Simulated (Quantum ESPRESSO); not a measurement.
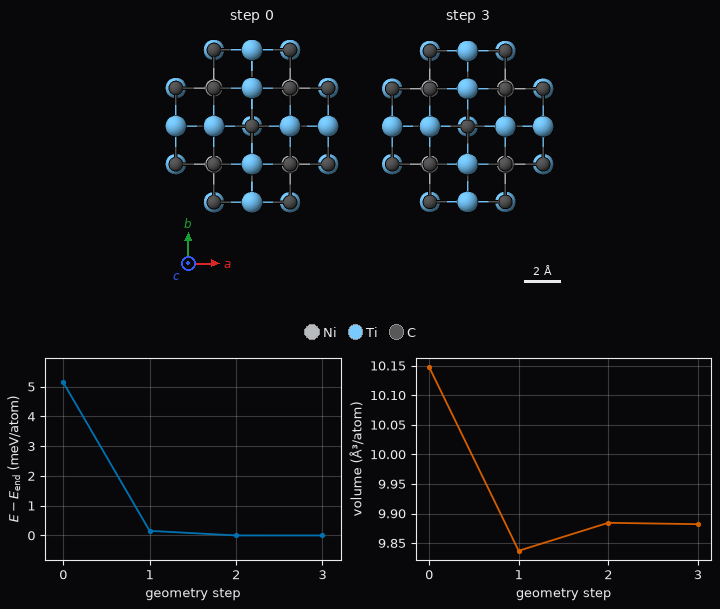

First and last geometry of a relaxation of crystalline Ti$_{3}$NiC$_{4}$ (a generated structure, set up in Pm-3m), with the history of the run. Style: ball-and-stick. Shown: the cell of the calculation, along the c axis.

The run lets cell and atoms move.

All numbers below come from Kohn-Sham DFT of a periodic cell, PBE, SSSP 1.3 efficiency PBE in Quantum ESPRESSO 7.5.

The input:
```
&CONTROL
  calculation = 'vc-relax'
  prefix = 'pwscf'
  outdir = './tmp'
  pseudo_dir = './pseudo'
  tprnfor = .true.
  tstress = .true.
  disk_io = 'low'
  nstep = 40
  forc_conv_thr = 0.0004
  etot_conv_thr = 1d-05
/
&SYSTEM
  ibrav = 0
  nat = 8
  ntyp = 3
  ecutwfc = 55
  ecutrho = 440
  nbnd = 46
  occupations = 'smearing'
  smearing = 'mp'
  degauss = 0.00734986
/
&ELECTRONS
  conv_thr = 1.6d-09
  electron_maxstep = 120
  mixing_beta = 0.5
/
&IONS
  ion_dynamics = 'bfgs'
/
&CELL
  cell_dynamics = 'bfgs'
  press = 0
  press_conv_thr = 0.3
/
ATOMIC_SPECIES
Ni    58.6934 ni_pbe_v1.4.uspp.F.UPF
Ti    47.8670 ti_pbe_v1.4.uspp.F.UPF
C     12.0110 C.pbe-n-kjpaw_psl.1.0.0.UPF
CELL_PARAMETERS angstrom
   4.3300000000    0.0000000000    0.0000000000
   0.0000000000    4.3300000000    0.0000000000
   0.0000000000    0.0000000000    4.3300000000
ATOMIC_POSITIONS crystal
Ni     0.0000000000    0.0000000000    0.0000000000
Ti     0.0000000000    0.5000000000    0.5000000000
Ti     0.5000000000    0.0000000000    0.5000000000
Ti     0.5000000000    0.5000000000    0.0000000000
C      0.5000000000    0.0000000000    0.0000000000
C      0.5000000000    0.5000000000    0.5000000000
C      0.0000000000    0.0000000000    0.5000000000
C      0.0000000000    0.5000000000    0.0000000000
K_POINTS automatic
8 8 8 0 0 0
```

Run as
```bash
OMP_NUM_THREADS=1 mpirun -n 4 pw.x -nk 4 -in pw.in > pw.out
```

What do the curves and the structures tell?

Answer. It converged. The energy falls by 5.1 meV per atom in 3 geometry steps. All forces vanish by symmetry, so only the cell relaxes. The pressure goes from −6.07 to 0.00 GPa. The atoms keep their places relative to the cell (all moves are under 0.005 Å). The drawn cell changes as follows: a = b = c 4.330 → 4.292 Å (−0.9 %); the volume changes by −2.6 %. Near-neighbour distances that change, for instance: Ti–Ti 3.062 → 3.035 Å, C–Ti 2.165 → 2.146 Å, C–Ni 2.165 → 2.146 Å. The space group stays Pm-3m (No. 221).

Limits of the set-up: an element that often carries a moment was run without spin polarisation.
